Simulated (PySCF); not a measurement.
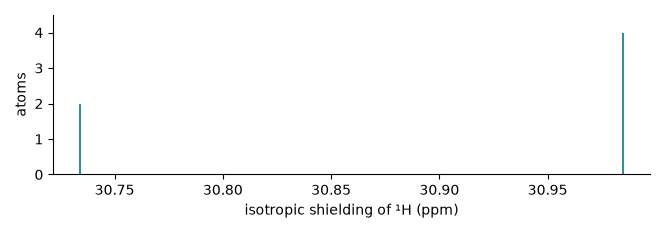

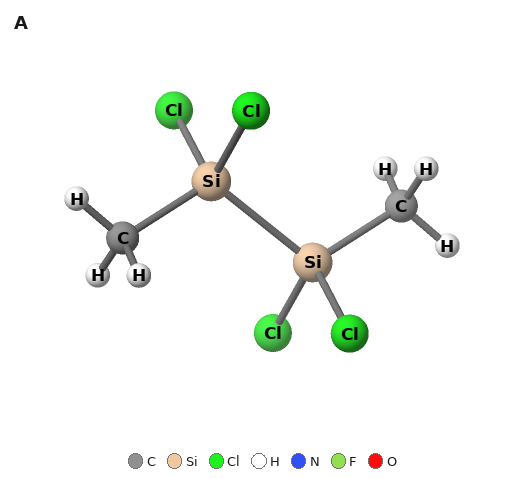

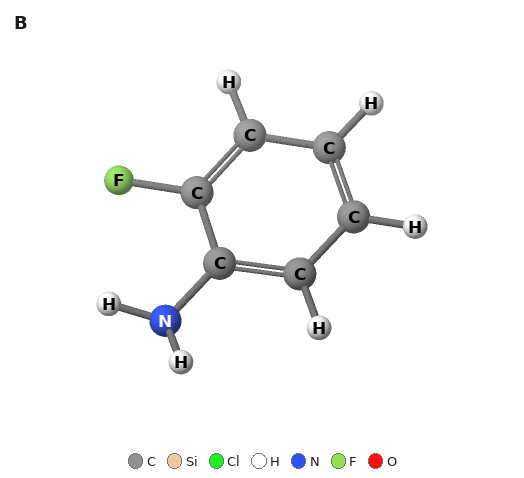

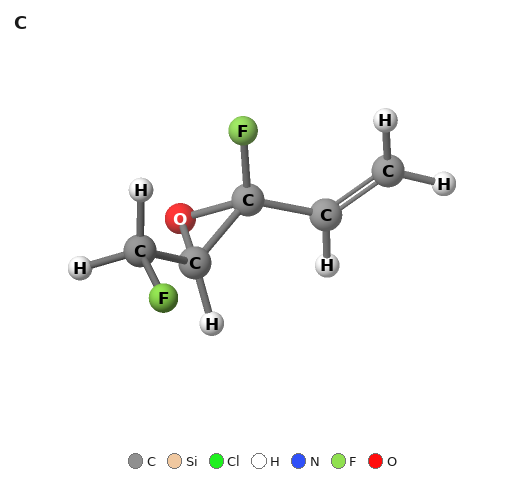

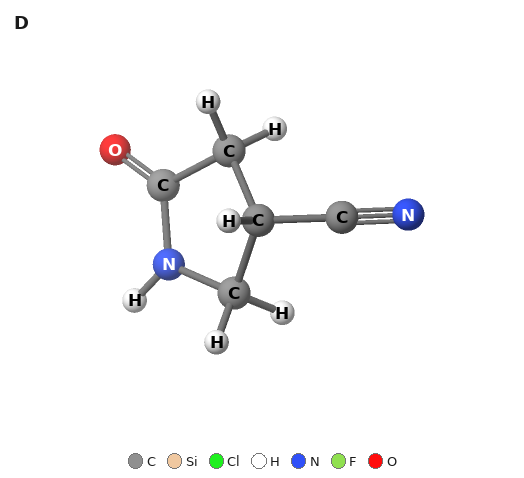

The sticks are computed shieldings of one of the molecules, for one fixed geometry (GFN2-xTB) without averaging over rotations. Low shielding means a high chemical shift. Method: GIAO PBE0/pcSseg-1 NMR shielding, non-relativistic, gas phase (PySCF 2.14.0).

Question: Which molecule gives this pattern?

Answer: A, `C[Si](Cl)(Cl)[Si](C)(Cl)Cl`. Its 6 H atoms give lines at 30.73 (2 atoms), 30.98 (4 atoms) ppm.

The geometry is semi-empirical. Around Si such bond lengths and angles can be off by a tenth of an ångström or more and by several degrees, and values that hang on the shape move with them.
